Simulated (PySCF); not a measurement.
## Electronic structure of C6H14ClFSi in real space

```xyz
23

C     3.6950   -0.4355    0.5221
Si    2.2307    0.5617   -0.1441
C     0.6294   -0.3566    0.3803
Cl    0.4910   -0.1646    2.1626
C    -0.6621    0.0817   -0.3048
C    -1.0395    1.5185    0.0364
C    -1.7965   -0.9003    0.0264
C    -3.1486   -0.5362   -0.5652
F    -1.4335   -2.1426   -0.4817
H     3.6556   -0.5144    1.6051
H     4.6359    0.0377    0.2596
H     3.7080   -1.4443    0.1185
H     2.2397    0.6213   -1.6115
H     2.2195    1.9105    0.4269
H     0.7490   -1.4318    0.2285
H    -0.4766    0.0063   -1.3834
H    -0.2055    2.1782   -0.1863
H    -1.2786    1.6079    1.0933
H    -1.8954    1.8454   -0.5469
H    -1.8762   -1.0403    1.1120
H    -3.8196   -1.3858   -0.4604
H    -3.0507   -0.3020   -1.6228
H    -3.5756    0.3121   -0.0407
```

Geometry: GFN2-xTB.

These are results of PBE0/pcSseg-1, SCF density, gas phase, non-relativistic (PySCF 2.14.0), not measurements.

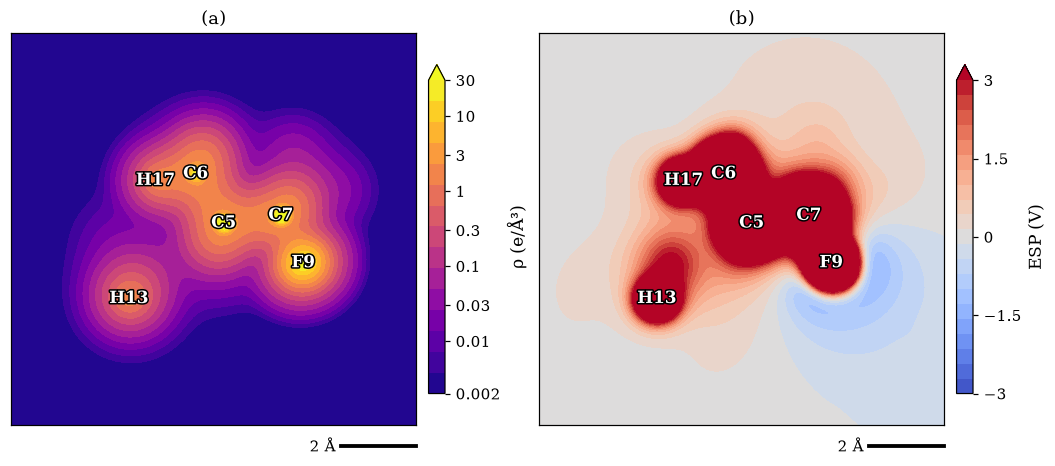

Figure 1. (a) electron density; (b) electrostatic potential on the plane of atoms C5, C7 and F9.

Question: What do the fields say about this system?

Answer: The section cuts through C, F and H sites. C–F (1.39 Å): the density is about 2 e/Å³ at the midpoint, with its minimum of 1.6 e/Å³ about 0.5 Å from C. C–C (1.52 Å): ρ is about 1.6 e/Å³ halfway. C–H (1.09 Å): ρ at the midpoint is about 2 e/Å³. Outside the dense part of the molecule the potential is most negative (−1.2 V) near F9.

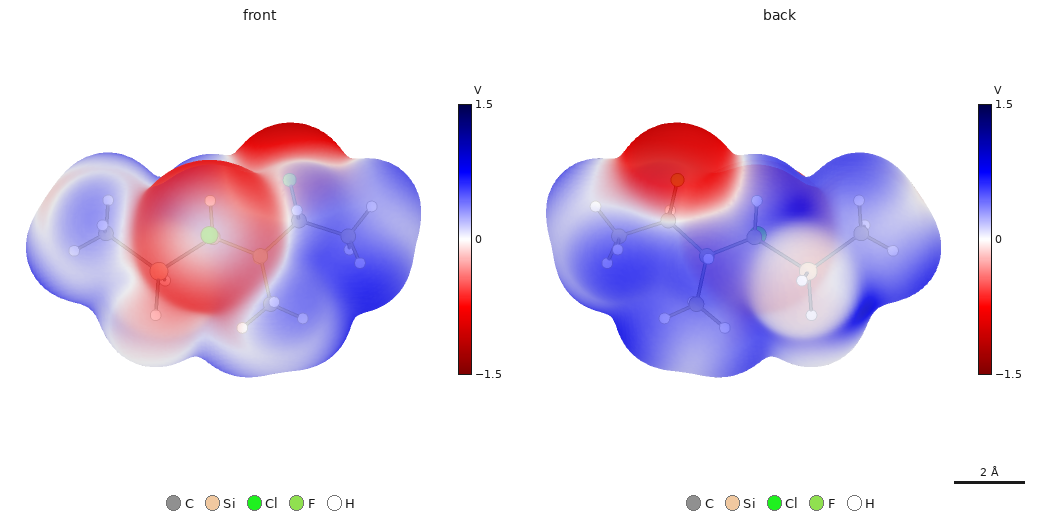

Figure 2. The molecular electrostatic potential painted on the density surface at 0.001 e/bohr³, seen from the front and from behind; the colour scale runs from red (negative) to blue (positive).

Question: Describe the electrostatic potential map.

Answer: The most negative region (about −1.0 V, or −23 kcal/mol for a unit charge) lies over F9, the most positive (about +0.8 V, or +18 kcal/mol for a unit charge) over Si2.
